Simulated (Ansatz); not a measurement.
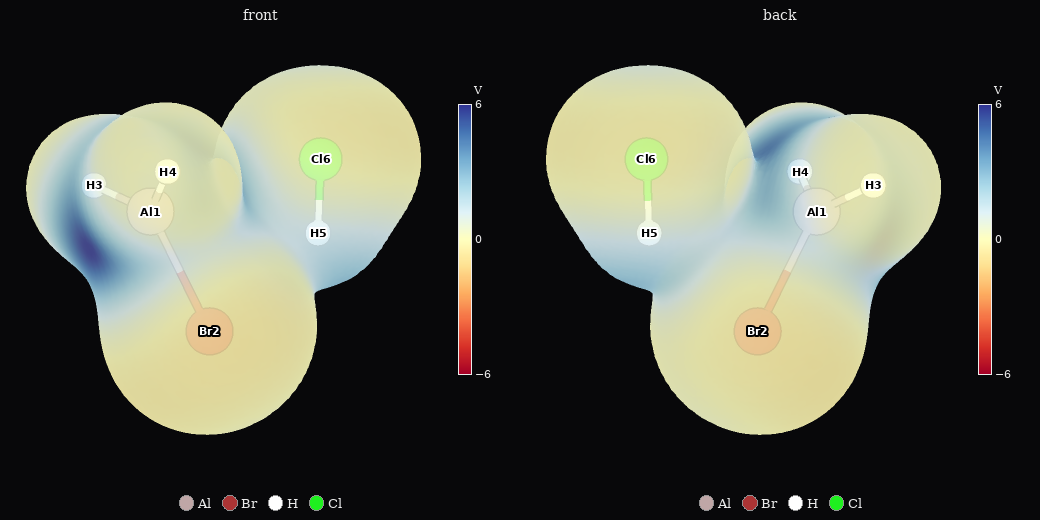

AlBrH$_{2}$···HCl. The electrostatic potential painted on the density surface at 0.004 e/bohr³, seen from the front and from behind; the colour scale runs from red (negative) to blue (positive).

Not at a stationary point (largest force 1.0 eV/Å).

Computed with UKS PBE0-D4/def2-SVP in Ansatz 0.2.0.

Input file:

```
crystal:
  periodic: [false, false, false]
  atoms:
    - { symbol: Al, position_ang: [-0.5584, -0.3664, -0.4922] }
    - { symbol: Br, position_ang: [2.2228, -0.3599, -0.0703] }
    - { symbol: H, position_ang: [-0.8621, 0.2585, -1.8574] }
    - { symbol: H, position_ang: [-1.2105, -1.6762, -0.0389] }
    - { symbol: H, position_ang: [0.9996, 0.7817, 1.007] }
    - { symbol: Cl, position_ang: [-0.5913, 1.3623, 1.4519] }
magnetization:
  spin_polarized: true
basis:
  gaussian: { orbitals: def2-SVP }
hamiltonian:
  xc: pbe0
  dispersion: d4
relax:
  f_tol: 0.15
  max_steps: 25
  restrain:
    - { distance: [0, 5], at: 3.53, k: 30.0 }
    - { distance: [4, 1], at: 2.81, k: 30.0 }
    - { distance: [0, 1], at: 2.41, k: 30.0 }
    - { distance: [4, 5], at: 1.33, k: 30.0 }
output:
  orbitals: {}
```

Command:

```sh
ansatz run input.yaml --threads 2 --pin off --max-ram 3072MiB --backend cpu --events-out ev --progress --plain --runs-dir out
```

The fields are those of the run's last geometry, not of the input's.

> Where is the surface potential most negative and most positive?

The most negative region (about −0.5 V, or −12 kcal/mol for a unit charge) lies over Br2, the most positive (about +5.6 V, or +129 kcal/mol for a unit charge) over Al1.
